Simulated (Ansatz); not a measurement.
**Ti3Al (Fm-3m): charge-density difference against the sublattices**

The task is a charge-density difference against the sublattices, for Ti3Al (Fm-3m).

All numbers are computed with the Python package of Ansatz 0.2.0. Level of theory: DFT LDA, plane waves, PAW.

### Step 1. Starting point

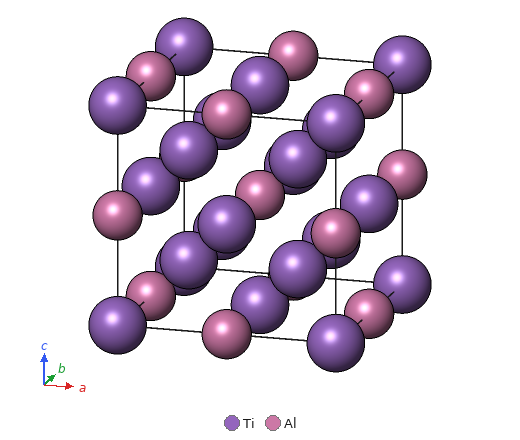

The structure that the script starts from, seen slightly off an axis (titanium purple, aluminium pink). The cell is the conventional one. Atoms on cell faces are repeated.

No structure file is read: the coordinates are typed or built in the script.

### Step 2. The script

drho.py

```python
# -*- coding: utf-8 -*-
from dataclasses import dataclass

import ansatz as az
import numpy as np


@dataclass(frozen=True)
class Options:
    occupations: str = 'Marzari-Vanderbilt'
    width_ev: float = 0.3
    ecut: int = 460
    mesh: tuple[int, ...] = (6, 6, 6)


settings = Options()

VECTORS = np.array([
    [0.0, 3.231781, 3.231781],
    [3.231781, 0.0, 3.231781],
    [3.231781, 3.231781, 0.0],
])
SITES = [
    ('Ti', [0.75, 0.75, 0.75]),
    ('Ti', [0.25, 0.25, 0.25]),
    ('Ti', [0.0, 0.0, 0.0]),
    ('Al', [0.5, 0.5, 0.5]),
]


def build(cell):
    crystal = az.Crystal(lattice=az.Lattice.of(cell))
    for symbol, position in SITES:
        crystal = crystal.atom(symbol, position)
    return crystal

def solve(crystal):
    return (
        crystal.calculation()
        .occupations(settings.occupations, width=settings.width_ev)
        .functional(az.Functional.LDA)
        .basis(settings.ecut, grid_basis='typed')
        .kpoints(*settings.mesh)
        .density()
        .run(threads=1)
    )


whole = solve(build(VECTORS))
difference = whole.density().channels[0].density_e_per_ang3.copy()
binding = whole.report['free_energy_ev']
for element in ['Ti', 'Al']:
    part = az.Crystal(lattice=az.Lattice.of(VECTORS))
    for symbol, position in SITES:
        if symbol == element:
            part = part.atom(symbol, position)
    alone = solve(part)
    difference -= alone.density().channels[0].density_e_per_ang3
    binding -= alone.report['free_energy_ev']
    print(f'{element} sublattice: {alone.report["n_electrons"]:g} electrons, {alone.report["n_iterations"]} iterations')

voxel = abs(np.linalg.det(VECTORS)) / difference.size
print(f'energy of the crystal less its unpolarised sublattices: {binding / len(SITES):.4f} eV/atom')
print(f'net charge of the difference {difference.sum() * voxel:.5f} e, charge moved {0.5 * np.abs(difference).sum() * voxel:.3f} e')
print(f'extremes {difference.min():.4f} and {difference.max():.4f} e/A^3')
for (symbol, position) in SITES:
    index = tuple(int(round(p * n)) % n for p, n in zip(position, difference.shape))
    print(f'  change of the pseudo-density at the grid point nearest {symbol}: {difference[index]:+.4f} e/A^3')
profile = difference.mean(axis=(0, 1))
print('planar mean along the third vector:', np.round(profile[:: max(len(profile) // 12, 1)], 4))
```

### Step 3. The calls as engine input

The engine receives this input (first run):

```yaml
crystal:
  lattice:
    - [0.0, 3.231781, 3.231781]
    - [3.231781, 0.0, 3.231781]
    - [3.231781, 3.231781, 0.0]
  atoms:
    - { symbol: Ti, position: [0.75, 0.75, 0.75] }
    - { symbol: Ti, position: [0.25, 0.25, 0.25] }
    - { symbol: Ti, position: [0.0, 0.0, 0.0] }
    - { symbol: Al, position: [0.5, 0.5, 0.5] }
basis:
  ecutwfc: 460.0
  fft_grid_basis: typed
kpoints:
  mp_grid:
    grid: [6, 6, 6]
hamiltonian:
  xc: lda
scf:
  occupations:
    method: cold
    width: 0.3
output:
  write_density: true
```

### Step 4. The run

Launch:

```bash
$ python drho.py
```

Output:

```text
Ti sublattice: 36 electrons, 8 iterations
Al sublattice: 3 electrons, 5 iterations
energy of the crystal less its unpolarised sublattices: -1.5943 eV/atom
net charge of the difference -0.00000 e, charge moved 0.495 e
extremes -0.0888 and 0.0294 e/A^3
  change of the pseudo-density at the grid point nearest Ti: -0.0423 e/A^3
  change of the pseudo-density at the grid point nearest Ti: -0.0423 e/A^3
  change of the pseudo-density at the grid point nearest Ti: -0.0589 e/A^3
  change of the pseudo-density at the grid point nearest Al: -0.0465 e/A^3
planar mean along the third vector: [-0.0061 -0.0071 -0.0053  0.0009  0.005   0.0048  0.0029  0.0014  0.0007
  0.0014  0.0029  0.0048  0.005   0.0009 -0.0053 -0.0071]
```

Run time: 3 s. Hardware: 1 thread of Arm Neoverse V2, shared host; peak memory 0.39 GiB.

### Step 5. Inputs of later runs

The engine's inputs for the other runs:

Run 2, against run 1:

```diff
@@ -10 +9,0 @@
-    - { symbol: Al, position: [0.5, 0.5, 0.5] }
```

Run 3, against run 1:

```diff
@@ -7,3 +6,0 @@
-    - { symbol: Ti, position: [0.75, 0.75, 0.75] }
-    - { symbol: Ti, position: [0.25, 0.25, 0.25] }
-    - { symbol: Ti, position: [0.0, 0.0, 0.0] }
```

Lines on the test bed's own set-up are left out of the output.

A comment line of the script is reworded here; the code is as run.

### Step 6. Run by run

One row for each of the 3 runs:

```
run           system  energy (eV/atom)  volume (Å³/atom)  SCF cycles  CPU time (s)
  1  Ti3Al (4 atoms)        -1966.0639             16.88           7           1.1
  2     Ti (3 atoms)        -2449.1878             22.50           8          0.99
  3      Al (1 atom)         -510.3148             67.51           5          0.32
```

Energies are free energies F = E - TS of the smeared occupations. Totals carry meaning only in balanced differences at one level of theory.

### Step 7. Outcome

| quantity | value |
| --- | --- |
| charge moved | 0.495 e |
| crystal less its sublattices | -1.5943 eV/atom |
| runs compared | 3 |

What this shows: All 3 runs converged, in 5 to 8 cycles. What to keep in mind:
- The mesh is modest for a metal, so energies can be off by several to tens of meV an atom and pressures by half a GPa or more; differences at equal mesh fare better.
- Grid values close to the nuclei reflect the PAW or pseudopotential construction, not the all-electron fields.
- The structure comes from a database of computed cells and needn't be a stable or known phase.
- Charge moved counts every rearrangement, bonding and polarisation too, and is no transfer between atoms; the bare sublattices are artificial references.
